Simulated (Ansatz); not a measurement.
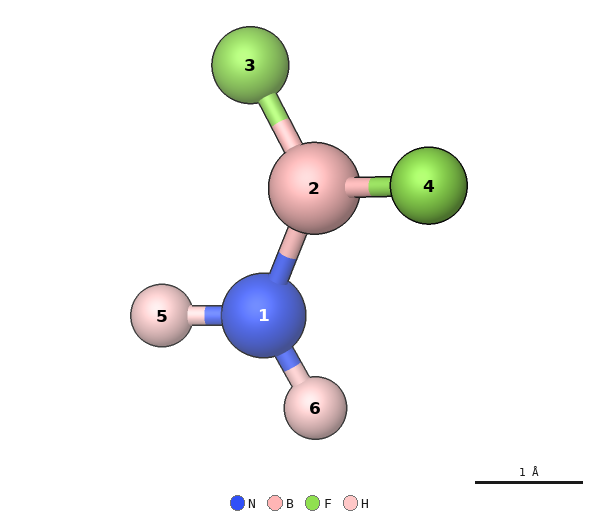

Simulated data, not a measurement (program: Ansatz).

Orthographic view. Atoms fade into the background with distance from the viewer. Geometry: moved along internal coordinates away from the minimum.

Write a MOL file (V2000) with the atoms in numerical order, bonds sorted by atom number with the orders drawn, and coordinates in the frame of the picture: x right, y up, z towards the viewer, origin at the mean position.

```
BF2H2N
                    3D

  6  5  0  0  0  0  0  0  0  0999 V2000
   -0.2400   -0.6500   -0.2800 N   0  0  0  0  0  0  0  0  0  0  0  0
    0.2400    0.5500    0.2500 B   0  0  0  0  0  0  0  0  0  0  0  0
   -0.3600    1.7000   -0.0100 F   0  0  0  0  0  0  0  0  0  0  0  0
    1.3100    0.5700    1.0300 F   0  0  0  0  0  0  0  0  0  0  0  0
   -1.1900   -0.6500   -0.5900 H   0  0  0  0  0  0  0  0  0  0  0  0
    0.2500   -1.5200   -0.4000 H   0  0  0  0  0  0  0  0  0  0  0  0
  1  2  1  0
  1  5  1  0
  1  6  1  0
  2  3  1  0
  2  4  1  0
M  END
```
